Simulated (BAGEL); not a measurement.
**CH3NOSi (SMILES O=C=N[SiH3]): PBE0/def2-SVPD (density fitting with qzvpp-jkfit)**

Aim: the energy change on altering one bond length of CH3NOSi at PBE0/def2-SVPD (density fitting with qzvpp-jkfit), from 2 runs. 

Program for the calculation: BAGEL 1.2.2.

5 further runs of the same task are left out: 4 that didn't finish, 1 set aside as unsound or not needed. Runs told in other sessions of the task aren't counted.

## Step 1: The molecule

The species is CH3NOSi (7 atoms), meant as a singlet with charge 0. As SMILES, `O=C=N[SiH3]`. Geometry: relaxed at PBE0-D4/def2-TZVP.

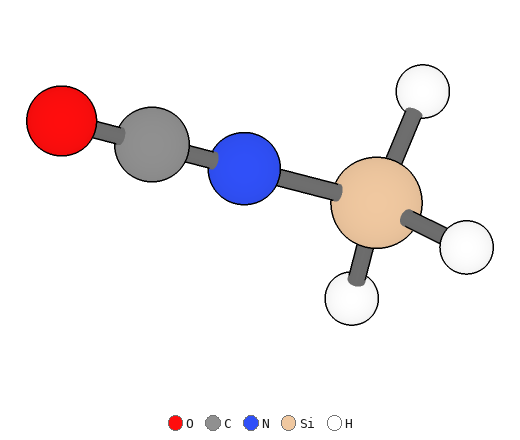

The structure, seen from a chosen angle (oxygen red, carbon grey, nitrogen blue, silicon light orange, hydrogen white).

## Step 2: A single-point energy at PBE0/def2-SVPD (density fitting with qzvpp-jkfit)

Input file input.json:

```json
{ "bagel" : [

{
  "title" : "molecule",
  "basis" : "def2-svpd.json",
  "df_basis" : "qzvpp-jkfit",
  "angstrom" : true,
  "geometry" : [
    { "atom" : "O", "xyz" : [    1.158900,   -2.416100,    1.429200 ] },
    { "atom" : "C", "xyz" : [    0.716600,   -1.490800,    0.876400 ] },
    { "atom" : "N", "xyz" : [    0.264700,   -0.545500,    0.311400 ] },
    { "atom" : "Si", "xyz" : [   -0.383100,    0.810100,   -0.495400 ] },
    { "atom" : "H", "xyz" : [    0.728400,    1.598400,   -1.077200 ] },
    { "atom" : "H", "xyz" : [   -1.134700,    1.634700,    0.479400 ] },
    { "atom" : "H", "xyz" : [   -1.289500,    0.341100,   -1.569500 ] }
  ]
},
{
  "title" : "ks",
  "xc_func" : "pbe0"
},
{
  "title" : "print",
  "file" : "orbitals.molden",
  "orbitals" : true
}

]}
```

The basis set def2-SVPD is read from a file made from the Basis Set Exchange's data (not shown).

On the command line:

```sh
$ BAGEL_NUM_THREADS=1 BAGEL input.json > input.out
```

Log:

```text
* using 1 threads per process

  ===============================================================
  ===============================================================

  *** Geometry ***

  { "atom" : "O", "xyz" : [      2.190004,     -4.565767,      2.700797 ] },
  { "atom" : "C", "xyz" : [      1.354178,     -2.817204,      1.656156 ] },
  { "atom" : "N", "xyz" : [      0.500211,     -1.030846,      0.588461 ] },
  { "atom" : "Si", "xyz" : [     -0.723954,      1.530867,     -0.936170 ] },
  { "atom" : "H", "xyz" : [      1.376477,      3.020538,     -2.035613 ] },
  { "atom" : "H", "xyz" : [     -2.144272,      3.089135,      0.905935 ] },
  { "atom" : "H", "xyz" : [     -2.436802,      0.644586,     -2.965925 ] },

  Number of auxiliary basis functions:      411

  Since a DF basis is specified, we compute 2- and 3-index integrals:
    o Being stored without compression. Storage requirement is 0.041 GB

  Number of basis functions:      111
  Number of electrons      :       38

    * METHOD: MOLECULE                             0.15

  *** Kohn-Sham DFT ***

    * Removing 10653 points whose weight is below 1.00e-10
    * Grid points: 93689

  === Nuclear Repulsion ===
   138.6223918367

       - DIIS with orbital gradients will be used.

  === KS iteration (pbe0 / def2-svpd.json) ===
      0       -428.14755534          0.10861323           0.29
      1       -395.58280038          0.09267780           0.29
      2       -338.98690905          0.15957811           0.29
      3       -438.76257684          0.09527159           0.29
      4       -442.20229556          0.09330298           0.29
      5       -441.17147097          0.09552909           0.29
      6       -441.32939897          0.09521597           0.29
      7       -398.25095991          0.12851681           0.29
      8       -454.74354946          0.07626572           0.29
      9       -457.87695093          0.04053218           0.29
     10       -458.27274097          0.03488608           0.29
     11       -458.53644253          0.02276828           0.29
     12       -458.81329535          0.01154988           0.29
     13       -458.87854011          0.00488548           0.29
     14       -458.89113011          0.00055744           0.29
     15       -458.89129230          0.00003793           0.29
     16       -458.89129309          0.00001486           0.29
     17       -458.89129320          0.00000530           0.29
     18       -458.89129320          0.00000535           0.30
     19       -458.89129321          0.00000042           0.30
     20       -458.89129321          0.00000036           0.29
     21       -458.89129321          0.00000006           0.30
     22       -458.89129321          0.00000001           0.29
     23       -458.89129321          0.00000000           0.29
    * SCF iteration converged.

    * Permanent dipole moment:
           (    0.329837,    -0.690000,     0.411196) a.u.

    * METHOD: KS                                   7.28

    * METHOD: PRINT                                0.02

  ===============================================================
```

It took 7.8 s on 1 thread of Arm Neoverse V2, shared host; peak memory 0.47 GiB.

## Step 3: The distorted shape, same level

Input file dft.json:

```json
{ "bagel" : [

{
  "title" : "molecule",
  "basis" : "def2-svpd.json",
  "df_basis" : "qzvpp-jkfit",
  "angstrom" : true,
  "geometry" : [
    { "atom" : "O", "xyz" : [    1.689674,   -3.526490,    2.092578 ] },
    { "atom" : "C", "xyz" : [    0.716600,   -1.490800,    0.876400 ] },
    { "atom" : "N", "xyz" : [    0.264700,   -0.545500,    0.311400 ] },
    { "atom" : "Si", "xyz" : [   -0.383100,    0.810100,   -0.495400 ] },
    { "atom" : "H", "xyz" : [    0.728400,    1.598400,   -1.077200 ] },
    { "atom" : "H", "xyz" : [   -1.134700,    1.634700,    0.479400 ] },
    { "atom" : "H", "xyz" : [   -1.289500,    0.341100,   -1.569500 ] }
  ]
},
{
  "title" : "ks",
  "xc_func" : "pbe0"
},
{
  "title" : "print",
  "file" : "orbitals.molden",
  "orbitals" : true
}

]}
```

The basis set def2-SVPD is read from a file made from the Basis Set Exchange's data (not shown).

On the command line:

```sh
$ BAGEL_NUM_THREADS=1 BAGEL dft.json > dft.out
```

Log:

```text
* using 1 threads per process

  ===============================================================
  ===============================================================

  *** Geometry ***

  { "atom" : "O", "xyz" : [      3.193021,     -6.664100,      3.954399 ] },
  { "atom" : "C", "xyz" : [      1.354178,     -2.817204,      1.656156 ] },
  { "atom" : "N", "xyz" : [      0.500211,     -1.030846,      0.588461 ] },
  { "atom" : "Si", "xyz" : [     -0.723954,      1.530867,     -0.936170 ] },
  { "atom" : "H", "xyz" : [      1.376477,      3.020538,     -2.035613 ] },
  { "atom" : "H", "xyz" : [     -2.144272,      3.089135,      0.905935 ] },
  { "atom" : "H", "xyz" : [     -2.436802,      0.644586,     -2.965925 ] },

  Number of auxiliary basis functions:      411

  Since a DF basis is specified, we compute 2- and 3-index integrals:
    o Being stored without compression. Storage requirement is 0.041 GB

  Number of basis functions:      111
  Number of electrons      :       38

    * METHOD: MOLECULE                             0.14

  *** Kohn-Sham DFT ***

    * Removing 9571 points whose weight is below 1.00e-10
    * Grid points: 94771

  === Nuclear Repulsion ===
   117.7150645902

       - DIIS with orbital gradients will be used.

  === KS iteration (pbe0 / def2-svpd.json) ===
      0       -412.63224269          0.11723655           0.28
      1       -261.96685344          0.22180622           0.29
      2       -409.18639331          0.09679621           0.28
      3       -420.58765733          0.11210647           0.28
      4       -453.98560457          0.08210501           0.28
      5       -454.82221403          0.06232953           0.28
      6       -454.16839646          0.08134151           0.28
      7       -453.17513722          0.08772665           0.28
      8       -426.11484681          0.11220978           0.28
      9       -455.37825565          0.05116709           0.29
     10       -456.50932930          0.03898009           0.28
     11       -458.23598624          0.02071484           0.28
     12       -456.82169896          0.03644686           0.28
     13       -458.53714323          0.00737782           0.28
     14       -458.57358180          0.00251359           0.28
     15       -458.57622968          0.00153931           0.28
     16       -458.57752701          0.00057093           0.29
     17       -458.57772204          0.00018207           0.28
     18       -458.57774623          0.00008936           0.28
     19       -458.57775380          0.00001173           0.28
     20       -458.57775407          0.00000408           0.28
     21       -458.57775429          0.00000338           0.28
     22       -458.57775458          0.00000277           0.28
     23       -458.57775484          0.00000089           0.27
     24       -458.57775485          0.00000042           0.28
     25       -458.57775485          0.00000019           0.29
     26       -458.57775485          0.00000003           0.28
     27       -458.57775485          0.00000002           0.28
     28       -458.57775485          0.00000001           0.28
    * SCF iteration converged.

    * Permanent dipole moment:
           (    0.840942,    -1.759285,     1.049594) a.u.

    * METHOD: KS                                   8.47

    * METHOD: PRINT                                0.02

  ===============================================================
```

It took 9 s on 1 thread of Arm Neoverse V2, shared host; peak memory 0.48 GiB.

## Step 4: What came out

Level: PBE0/def2-SVPD (density fitting with qzvpp-jkfit).

| quantity | value |
| --- | --- |
| first shape: total energy | -458.89129 Eh |
| first shape: dipole moment | 2.21 D |
| first shape: HOMO energy | -8.75 eV |
| first shape: LUMO energy | 0.00 eV |
| first shape: HOMO–LUMO gap | 8.75 eV |
| distorted shape: total energy | -458.57775 Eh |
| distorted shape: dipole moment | 5.63 D |
| distorted shape: HOMO energy | -8.49 eV |
| distorted shape: LUMO energy | -5.32 eV |
| distorted shape: HOMO–LUMO gap | 3.17 eV |
| energy change with the O1–C2 bond stretched from 1.165 to 2.563 Å | 8.532 eV |

**Reading.** One bond (distorted shape) is far stretched, which a spin-restricted single reference describes badly; a broken-symmetry solution may lie lower. With the O1–C2 bond stretched from 1.165 to 2.563 Å the energy rises by 8.53 eV (823 kJ/mol). The first shape isn't relaxed at this level, so the change isn't measured from a minimum. A restricted reference can't describe the breaking bond well at this length.
